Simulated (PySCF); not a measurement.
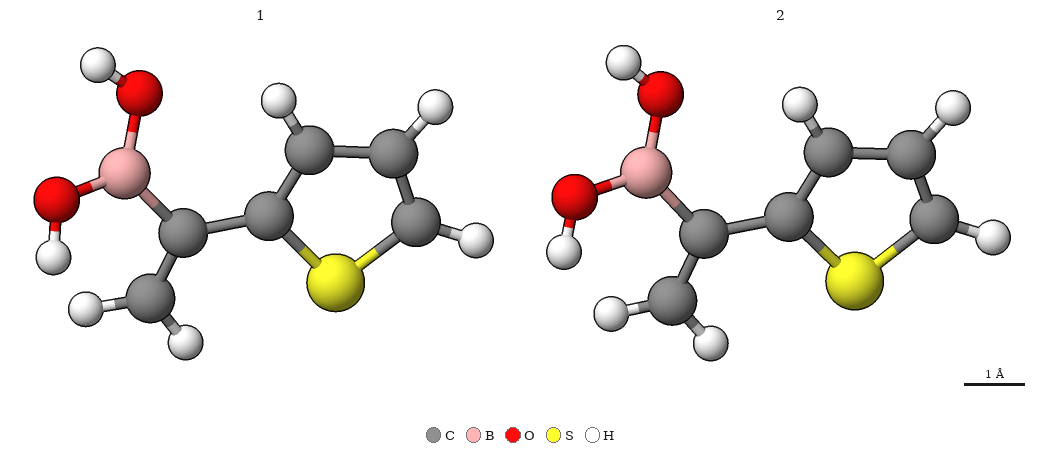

Two geometries of C$_{6}$H$_{7}$BO$_{2}$S, drawn at one scale. One is the start of a relaxation, the other its converged end. Style: ball-and-stick. Shown at a tilt.

Computed with PBE0-D3(BJ)/def2-SVP geometry optimisation, gas phase (PySCF 2.14.0, density-fitted response routines). 

**Which geometry has the lower energy?**

Structure 1 is the relaxed one. The start comes from GFN2-xTB. Its atoms were then displaced at random by about 0.01 Å. After 8 geometry steps the energy has fallen by 0.266 eV. The largest move after the best rigid fit is that of an H atom, 0.22 Å. Largest moves by element: H 0.22 Å, O 0.09 Å, S 0.08 Å, C 0.07 Å, B 0.03 Å. Some distances before and after: C–H 1.045 → 1.094 Å, H–O 0.918 → 0.964 Å, C–C 1.339 → 1.370 Å, B–O 1.331 → 1.358 Å. Bond angles that change, for instance: B–O–H 118.1° → 110.9°, B–O–H 116.2° → 112.2°, C–C–H 119.9° → 122.8°.
